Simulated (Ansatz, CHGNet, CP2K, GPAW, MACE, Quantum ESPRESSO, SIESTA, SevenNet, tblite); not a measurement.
**Ge(100) slab, H on both faces (90 atoms) in CP2K**

Wanted: CP2K inputs and outputs for Ge(100) slab, H on both faces (90 atoms), checked against a plane-wave reference.

Method: the method is named at each step, in CP2K 2026.2.

**1. Starting point**

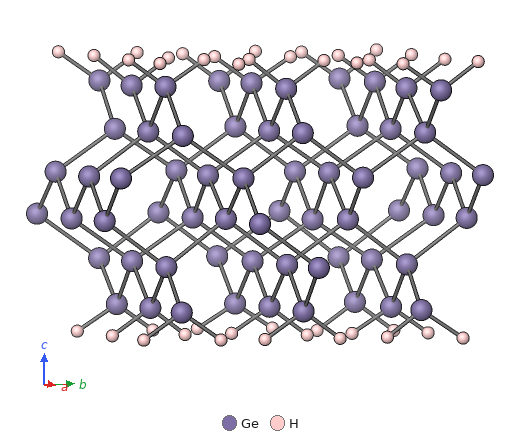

The cell as given, from the side, with the c axis up (germanium purple, hydrogen pink). Bonds to atoms that aren't drawn are left out. Some periodic images of atoms are drawn too.

The cell holds 90 atoms: 54 Ge and 36 H. Cell: a = 12.002 Å, b = 12.002 Å, c = 20.839 Å, α = 90.0°, β = 90.0°, γ = 90.0°. It derives from Ge (diamond-structure). Diamond-structure Ge (a = 5.658 Å), (100) slab of 6 atomic planes, 3 x 3 surface cells, H on the broken bonds of both faces, 12 Å of vacuum; displaced by a Gaussian of 0.02 Å. Then every atom was moved at random, 0.03 Å r.m.s. a Cartesian component (hydrogen 0.6 of that). Regions: slab, 54 atoms (54 Ge); hydrogen, 36 atoms (36 H). Vacuum lies along c.

The yardstick, on the same geometry:

```
method                                           : Kohn-Sham DFT, PBE, SSSP efficiency 1.3.0 pseudopotentials, plane waves (Quantum ESPRESSO 7.5); sssp-pbe-1.3.0-efficiency, cutoffs 45/360 Ry, Γ point
r.m.s. force component                           : 0.5675 eV/Å
longest force                                    : 3.336 eV/Å
gap (highest filled to lowest empty level) : 1.209 eV
time                                             : 5.9 min on 4 MPI ranks of Arm Neoverse V2, shared host
CPU time                                         : 23 min
```

**2. GFN1-xTB, OT DIIS**

Method: GFN1-xTB tight binding (the program's own implementation), orbital transformation.

File input.inp:

```
&GLOBAL
  PROJECT cell
  RUN_TYPE ENERGY_FORCE
  PRINT_LEVEL LOW
&END GLOBAL
&FORCE_EVAL
  METHOD QS
  &DFT
    &QS
      METHOD XTB
      &XTB
        GFN_TYPE 1
        DO_EWALD T
        CHECK_ATOMIC_CHARGES F
      &END XTB
    &END QS
    &SCF
      SCF_GUESS ATOMIC
      EPS_SCF 1.0E-06
      MAX_SCF 30
      &OT
        MINIMIZER DIIS
        PRECONDITIONER FULL_SINGLE_INVERSE
      &END OT
      &OUTER_SCF
        EPS_SCF 1.0E-06
        MAX_SCF 8
      &END OUTER_SCF
      &PRINT
        &RESTART OFF
        &END RESTART
      &END PRINT
    &END SCF
    &PRINT
      &MULLIKEN ON
      &END MULLIKEN
      &MO_CUBES
        NHOMO 1
        NLUMO 4
        WRITE_CUBE F
      &END MO_CUBES
    &END PRINT
  &END DFT
  &SUBSYS
    &CELL
      A 12.00243 0.00000 0.00000
      B 0.00000 12.00243 0.00000
      C 0.00000 0.00000 20.83919
    &END CELL
    &COORD
      Ge 1.99888 2.07114 6.88881
      Ge 0.04873 2.03249 8.29483
      Ge 12.00219 4.01241 9.74045
      Ge 2.09358 0.01476 11.13771
      Ge 2.01545 2.00321 12.48955
      Ge 0.06493 2.03705 13.97038
      Ge 2.03717 5.98393 6.87193
      Ge 11.97770 5.96929 8.32171
      Ge 0.04981 8.01138 9.74982
      Ge 1.96252 4.05358 11.14501
      Ge 2.01821 5.99725 12.52498
      Ge 0.07994 6.00698 13.92350
      Ge 1.99420 9.96826 6.88923
      Ge 0.04573 9.97378 8.25586
      Ge 0.08606 11.96510 9.73565
      Ge 2.04605 7.96649 11.07270
      Ge 2.04377 10.04087 12.51748
      Ge 0.02629 10.00931 13.96017
      Ge 6.00398 2.05794 6.89194
      Ge 3.93152 2.03453 8.32276
      Ge 4.03942 4.01349 9.69939
      Ge 6.02210 0.02581 11.10854
      Ge 6.01586 1.98544 12.52352
      Ge 4.11611 1.96792 13.93454
      Ge 5.98573 6.01430 6.89402
      Ge 4.05406 5.99809 8.28712
      Ge 4.03078 7.99434 9.60541
      Ge 5.95717 3.98133 11.10666
      Ge 6.07407 5.97949 12.51789
      Ge 4.01625 5.97121 13.97351
      Ge 5.99521 10.04351 6.85734
      Ge 4.06414 9.94713 8.30629
      Ge 4.01421 0.00648 9.70564
      Ge 6.01694 7.98354 11.15814
      Ge 6.05955 10.01363 12.53852
      Ge 4.04350 10.05324 13.98747
      Ge 9.95986 1.98976 6.86464
      Ge 7.99086 2.03009 8.25670
      Ge 7.96541 4.01181 9.77983
      Ge 10.01027 11.96438 11.17022
      Ge 10.07928 1.99096 12.51185
      Ge 8.03239 1.99072 14.01873
      Ge 10.00295 6.01706 6.87006
      Ge 7.95245 6.04766 8.29400
      Ge 8.06647 8.02987 9.72982
      Ge 10.04483 4.01253 11.13896
      Ge 10.01747 5.98669 12.56499
      Ge 8.06383 5.98489 13.92120
      Ge 10.02311 9.91821 6.87860
      Ge 7.97910 10.01063 8.27545
      Ge 8.02386 11.98155 9.74503
      Ge 10.00307 7.99062 11.12271
      Ge 10.00871 10.04759 12.54457
      Ge 8.03803 9.97870 13.90578
      H 1.97812 0.76672 6.03607
      H 1.99540 3.26778 6.04941
[... 30 atom lines left out ...]
      H 10.07172 11.28721 5.97355
      H 10.04387 8.78626 6.02315
      H 8.01126 11.26248 14.81604
      H 8.02314 8.75313 14.81958
    &END COORD
  &END SUBSYS
  &PRINT
    &FORCES ON
    &END FORCES
  &END PRINT
&END FORCE_EVAL
```

Launch:

```
> OMP_NUM_THREADS=1 cp2k.psmp -i input.inp > output.txt
```

Numbers of over 12 decimals in the logs are rounded to 6 here.

What it wrote:

```text
CP2K| version string:                                       CP2K version 2026.2
 CP2K| Input file name                                                 input.inp
 GLOBAL| Basis set file name                                           BASIS_SET
 GLOBAL| Potential file name                                           POTENTIAL
 GLOBAL| Run type                                                   ENERGY_FORCE
 GLOBAL| Total number of message passing processes                             1
 GLOBAL| Number of threads for this process                                    1
                  #####   #####        #          ####### ######
                 #     # #     #      #              #    #     #
                 #     # #           #    ##   ##    #    #     #
                 #     #  #####     #      ## ##     #    ######
                 #   # #       #   #        ###      #    #     #
                 #    #  #     #  #        ## ##     #    #     #
                  #### #  #####  #        ##   ##    #    ######
                                   GFN1-xTB
                                 Version 1.1
                            J. Hutter and A. Hehn
 EWALD| Summation is done by:                                               SPME
 EWALD| Alpha parameter [       ANGSTROM^-1]                              0.3500
 EWALD| Real Space Cutoff [          ANGSTROM]                            9.6398
 EWALD| G-space max. Miller index                         45        45        75
 EWALD| Spline interpolation order                                             6
 TOTAL NUMBERS AND MAXIMUM NUMBERS
  Total number of            - Atomic kinds:                                   2
                             - Atoms:                                         90
                             - Shell sets:                                   234
                             - Shells:                                       234
                             - Primitive Cartesian functions:               1548
                             - Cartesian basis functions:                    612
                             - Spherical basis functions:                    558
  Maximum angular momentum of the orbital basis functions:                     2
 SCF PARAMETERS         Density guess:                                    ATOMIC
                        max_scf:                                              30
                        eps_scf:                                        1.00E-06
                        Outer loop SCF in use
                        eps_scf                                         1.00E-06
                        max_scf                                                8
 Extrapolation method: initial_guess
 Number of electrons:                                                        252
 Number of occupied orbitals:                                                126
 Number of molecular orbitals:                                               126
 Number of orbital functions:                                                558
 Number of independent orbital functions:                                    558
 SCF WAVEFUNCTION OPTIMIZATION
  ----------------------------------- OT ---------------------------------------
  Minimizer      : DIIS                : direct inversion
                                         in the iterative subspace
                                         using   7 DIIS vectors
                                         safer DIIS on
  Preconditioner : FULL_SINGLE_INVERSE : inversion of
                                         H + eS - 2*(Sc)(c^T*H*c+const)(Sc)^T
  Precond_solver : DEFAULT
  stepsize       :    0.08000000                  energy_gap     :    0.08000000
  eps_taylor     :   0.10000E-15                  max_taylor     :             4
  ----------------------------------- OT ---------------------------------------
  Step     Update method      Time    Convergence         Total energy    Change
     1 OT DIIS     0.80E-01    0.3     0.03237083      -108.3341411238 -1.08E+02
     2 OT DIIS     0.80E-01    0.1     0.06770535      -107.7922906868  5.42E-01
     3 OT DIIS     0.80E-01    0.1     0.02935381      -109.9365727344 -2.14E+00
[...]
Leaving inner SCF loop after reaching    30 steps.
  Core Hamiltonian energy:                                   -111.240956
  Repulsive potential energy:                                   0.563524
  Electronic energy:                                            0.528293
  DFTB3 3rd order energy:                                      -1.92793e-07
  Dispersion energy:                                           -0.302241
  Correction for halogen bonding:                               0.000000
  Total energy:                                              -110.451381
  outer SCF iter =    1 RMS gradient =   0.59E-05 energy =       -110.4513809584
  ----------------------------------- OT ---------------------------------------
  Minimizer      : DIIS                : direct inversion
                                         in the iterative subspace
                                         using   7 DIIS vectors
                                         safer DIIS on
  Preconditioner : FULL_SINGLE_INVERSE : inversion of
                                         H + eS - 2*(Sc)(c^T*H*c+const)(Sc)^T
  Precond_solver : DEFAULT
  stepsize       :    0.08000000                  energy_gap     :    0.08000000
  eps_taylor     :   0.10000E-15                  max_taylor     :             4
  ----------------------------------- OT ---------------------------------------
  Step     Update method      Time    Convergence         Total energy    Change
[...]
5 OT DIIS     0.80E-01    0.1     0.00000371      -110.4513810412 -1.16E-08
     6 OT DIIS     0.80E-01    0.1     0.00000061      -110.4513810498 -8.66E-09
  *** SCF run converged in     6 steps ***
  Core Hamiltonian energy:                                   -111.240966
  Repulsive potential energy:                                   0.563524
  Electronic energy:                                            0.528302
  DFTB3 3rd order energy:                                      -3.4638e-07
  Dispersion energy:                                           -0.302241
  Correction for halogen bonding:                               0.000000
  Total energy:                                              -110.451381
  outer SCF iter =    2 RMS gradient =   0.61E-06 energy =       -110.4513810498
  outer SCF loop converged in   2 iterations or   36 steps
 MULLIKEN POPULATION ANALYSIS
  # Atom   Element   Kind        Atomic population                    Net charge
       1     Ge         1                 3.951757                      0.048243
       2     Ge         1                 4.042706                     -0.042706
       3     Ge         1                 4.035642                     -0.035642
[...]
89     H          2                 0.994031                      0.005969
      90     H          2                 0.983181                      0.016819
 # Total charge                         252.000000                     -0.000000
  Eigenvalues of the occupied subspace spin            1
      -0.75629247     -0.74796081     -0.74636220     -0.74551537
      -0.74324214     -0.74274445     -0.73974485     -0.73836965
      -0.73428147     -0.73372425     -0.72958125     -0.72939252
[...]
-0.48839783     -0.48388985     -0.47583141     -0.47462226
      -0.47223809     -0.46898448     -0.46202941     -0.46104387
      -0.45672352     -0.45006510
 Fermi Energy [eV] :  -12.246894
 ENERGY| Total FORCE_EVAL ( QS ) energy [hartree]           -110.451381
 FORCES| Atomic forces [hartree/bohr]
 FORCES|   Atom     x               y               z               |f|
 FORCES|      1 -1.75316580E-03 -2.45009964E-02  6.30099616E-03   2.53589228E-02
 FORCES|      2 -1.36978957E-02 -7.02022383E-03 -2.06377278E-03   1.55298115E-02
 FORCES|      3 -5.23977088E-04 -2.79914692E-03 -5.03574553E-03   5.78519736E-03
[...]
FORCES|     89 -1.97932688E-04 -3.04128485E-02 -9.45341532E-03   3.18488240E-02
 FORCES|     90  3.86054723E-04  2.24807087E-02 -5.22068072E-03   2.30821751E-02
 FORCES| Sum     2.74959092E-15  2.13717932E-15  9.07780795E-15
 FORCES| Total atomic force                                       9.72287935E-15
```

The job ended after 5.9 s (1 thread of Arm Neoverse V2, shared host; peak memory 0.61 GiB).

Banners, paths, timers and routine set-up lines are dropped from the logs unmarked, and long logs keep their key lines alone; longer cuts are marked.

Against the reference:

| Item | Value |
| --- | --- |
| r.m.s. force component | 0.6206 eV/Å |
| r.m.s. difference of force components | 407 meV/Å |
| longest difference of force vectors | 1268 meV/Å |
| force difference over r.m.s. force | 71.72 % |
| slope of forces against the reference's | 0.8409 |
| correlation of force components | 0.7689 |

Length of the force difference by element (eV/Å):

```tsv
element	atoms	mean	most
Ge	54	0.23	0.56
H	36	1.1	1.3
```

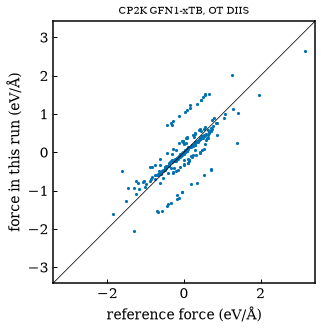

Force components against those of the reference; the line marks equality.

Local excerpt of 9 atoms (numbers count through the whole input) about Ge49, which bears the longest force; x, y, z are measured from there.

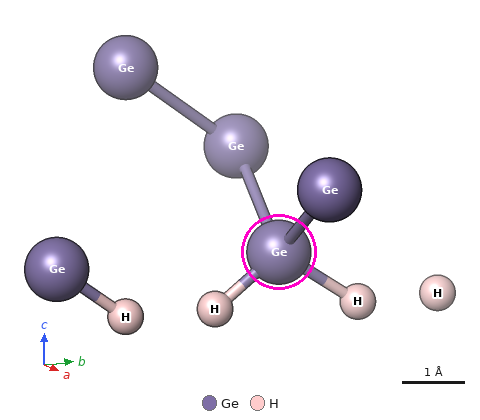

The atoms of the table, within 3.9 Å (arrows a, b, c point along x, y, z); some may hide others; the central atom is ringed.

```tsv
atom	x	y	z	distance (Å)	bonds	Mulliken charge (e)	Fx	Fy	Fz (eV/Å)
Ge49	0.00	0.00	0.00	0.00	4	0.05	-0.06	2.63	0.89
H88	0.02	-1.13	-0.86	1.42	1	0.02	0.01	-0.49	-0.93
H87	0.05	1.37	-0.91	1.64	1	0.00	-0.01	-2.06	0.66
Ge14	2.03	0.06	1.38	2.45	4	-0.03	-0.45	0.05	0.23
Ge50	-2.04	0.09	1.40	2.48	4	-0.04	0.36	-0.02	-0.19
H83	-0.03	-2.68	-0.88	2.82	1	0.01	0.04	-0.82	-0.02
H79	-0.04	2.81	-0.88	2.94	1	0.02	-0.05	1.25	0.25
Ge43	-0.02	-3.90	-0.01	3.90	4	0.05	-0.25	-0.66	0.37
Ge45	-1.96	-1.89	2.85	3.94	4	-0.04	-0.74	-0.03	-0.21
```

Forces lie 72 % from the reference's, at 0.0042 times its CPU time (on 1 against 4 cores).

The difference per atom is largest on H (1.1 eV/Å on average, against 0.23 on Ge).

**3. PBE, TZVP-UZH, 450/50 Ry, OT DIIS**

Method: Kohn-Sham DFT, PBE, GTH-PBE pseudopotentials, Gaussian and plane waves, TZVP-MOLOPT (UZH set), orbital transformation.

input.inp: that of step 2 with these lines changed.

```diff
@@ -8,9 +8,10 @@
   &DFT
+    BASIS_SET_FILE_NAME BASIS_MOLOPT_UZH
+    POTENTIAL_FILE_NAME POTENTIAL_UZH
+    &MGRID
+      CUTOFF 450
+      REL_CUTOFF 50
+    &END MGRID
     &QS
-      METHOD XTB
-      &XTB
-        GFN_TYPE 1
-        DO_EWALD T
-        CHECK_ATOMIC_CHARGES F
-      &END XTB
+      EPS_DEFAULT 1.0E-12
     &END QS
@@ -22,3 +23,4 @@
         MINIMIZER DIIS
-        PRECONDITIONER FULL_SINGLE_INVERSE
+        PRECONDITIONER FULL_ALL
+        ENERGY_GAP 0.001
       &END OT
@@ -33,2 +35,6 @@
     &END SCF
+    &XC
+      &XC_FUNCTIONAL PBE
+      &END XC_FUNCTIONAL
+    &END XC
     &PRINT
@@ -36,2 +42,5 @@
       &END MULLIKEN
+      &HIRSHFELD ON
+        SHAPE_FUNCTION DENSITY
+      &END HIRSHFELD
       &MO_CUBES
@@ -52,2 +61,10 @@
     &END COORD
+    &KIND Ge
+      BASIS_SET TZVP-MOLOPT-PBE-GTH-q4
+      POTENTIAL GTH-PBE-q4
+    &END KIND
+    &KIND H
+      BASIS_SET TZVP-MOLOPT-PBE-GTH-q1
+      POTENTIAL GTH-PBE-q1
+    &END KIND
   &END SUBSYS
```

Launch:

```
> OMP_NUM_THREADS=1 mpirun -np 4 cp2k.psmp -i input.inp > output.txt
```

What it wrote:

```text
CP2K| version string:                                       CP2K version 2026.2
 CP2K| Input file name                                                 input.inp
 GLOBAL| Basis set file name                                    BASIS_MOLOPT_UZH
 GLOBAL| Potential file name                                       POTENTIAL_UZH
 GLOBAL| Run type                                                   ENERGY_FORCE
 GLOBAL| Total number of message passing processes                             4
 GLOBAL| Number of threads for this process                                    1
[... lines left out ...]
 Number of electrons:                                                        252
[... lines left out ...]
  Step     Update method      Time    Convergence         Total energy    Change
[... lines left out ...]
  Total energy:                                              -232.354507
[... lines left out ...]
  Step     Update method      Time    Convergence         Total energy    Change
[... lines left out ...]
  *** SCF run converged in    15 steps ***
[... lines left out ...]
  Total energy:                                              -232.454168
[... lines left out ...]
  outer SCF loop converged in   2 iterations or   45 steps
[... lines left out ...]
      -0.43675349     -0.43483684     -0.42007050     -0.41768987
      -0.41482671     -0.41320769     -0.40856003     -0.40819397
[...]
-0.04956935     -0.04252973     -0.04032940     -0.03829782
      -0.03187982     -0.03056472
 Fermi Energy [eV] :   -0.831708
  Using OT eigensolver for additional unoccupied orbitals spin            1
  Lowest Eigenvalues of the unoccupied subspace spin            1
 WARNING : did not converge in ot_eigensolver
 number of iterations          299  exceeded maximum
 current gradient / target gradient   1.5370358393056665E-004  /    1.0000000000000001E-005
       0.01497605      0.02268745      0.02650206      0.02767701
 HOMO - LUMO gap [eV] :    1.239227
 ENERGY| Total FORCE_EVAL ( QS ) energy [hartree]           -232.454168
 FORCES| Atomic forces [hartree/bohr]
 FORCES|   Atom     x               y               z               |f|
 FORCES|      1 -2.31001757E-03 -2.87385005E-02  9.70000747E-03   3.04192001E-02
 FORCES|      2 -1.68024165E-02 -9.17307961E-03  3.19865997E-03   1.94087098E-02
 FORCES|      3 -8.45213310E-04 -3.01153600E-03 -7.25709781E-03   7.90248083E-03
[...]
FORCES|     89 -1.42630820E-04 -1.35343593E-02 -4.12064463E-03   1.41484606E-02
 FORCES|     90  3.44515861E-04  3.26060681E-03  1.75280017E-03   3.71786987E-03
 FORCES| Sum     7.05996993E-07 -1.54741289E-06  6.07129263E-07
 FORCES| Total atomic force                                       1.80596909E-06
```

The job ended after 1.7 min (4 MPI ranks; peak memory 3.9 GiB).

The solver for the empty levels stopped short of its threshold, so the gap is rough; its iterations count in the time.

Compared with the plane-wave run:

| Property | Result |
| --- | --- |
| r.m.s. force component | 0.5565 eV/Å |
| r.m.s. difference of force components | 23.34 meV/Å |
| longest difference of force vectors | 117.6 meV/Å |
| force difference over r.m.s. force | 4.113 % |
| slope of forces against the reference's | 0.9801 |
| correlation of force components | 0.9993 |
| gap (highest filled to lowest empty level) | 1.239 eV |
| gap difference | 0.0301 eV |

Against the first run (72 %), the force difference from the reference is 4.1 %, at 69 times the CPU time (on 4 against 1 cores).

(Part 1 of 3 ends here.)

[Also dropped from logs without a mark: logging warnings of Python, and SIESTA's first energy breakdown and zero terms.]

[Logs are printed without paths, hosts, clocks, repeated set-up lines and the standing remarks that a program may print on its own settings, such as how far it seeks lower states.]

[Hosts, paths, dates, database ids (printed as entryN), source tags and the programs' standing remarks are cut or masked in the printed files.]
